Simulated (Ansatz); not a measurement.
```xyz
9

C    -0.4945    0.8068   -0.5067
O     0.9049    0.8698   -0.8403
Al    1.6492   -0.4433   -0.0088
Si   -0.6455   -0.7219    0.6687
H    -1.0866    0.6950   -1.4211
H    -0.8008    1.7410   -0.0244
H     3.1917   -0.7906   -0.0645
H    -1.5097   -1.8142    0.1382
H    -1.1201   -0.3889    2.0418
```

Geometry: PBE0-D4/def2-TZVP.

Computed with RKS PBE0-D4/def2-TZVPP in Ansatz 0.2.0.

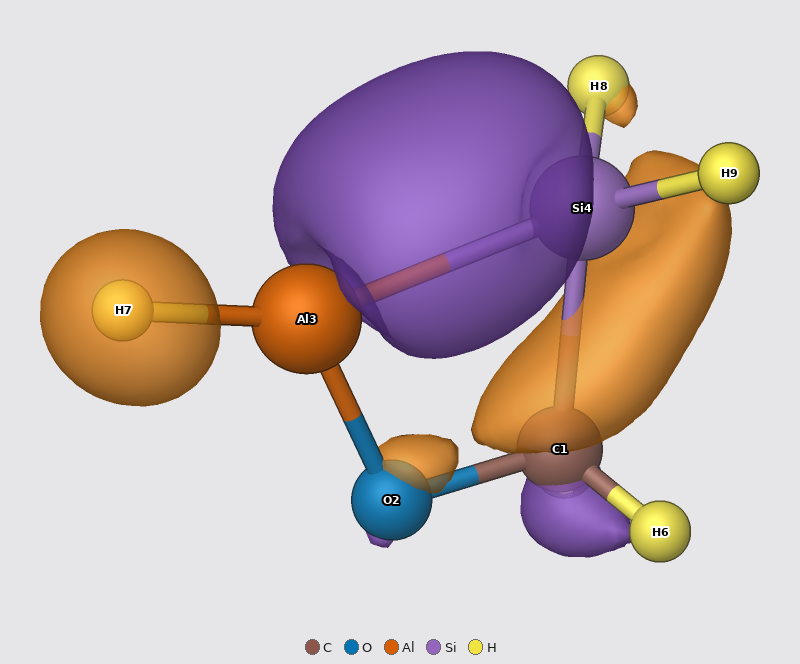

CH₅AlOSi. One frontier orbital at ±0.15 Å⁻³ᐟ² (orange and purple are the two phases), seen at a tilt.

> Which orbital is it: HOMO or LUMO?

The HOMO, at −7.13 eV. Its weight (Hirshfeld) is mainly on Si4 (about 40 %), Al3 (about 30 %), C1 (about 10 %) and H7 (about 10 %).
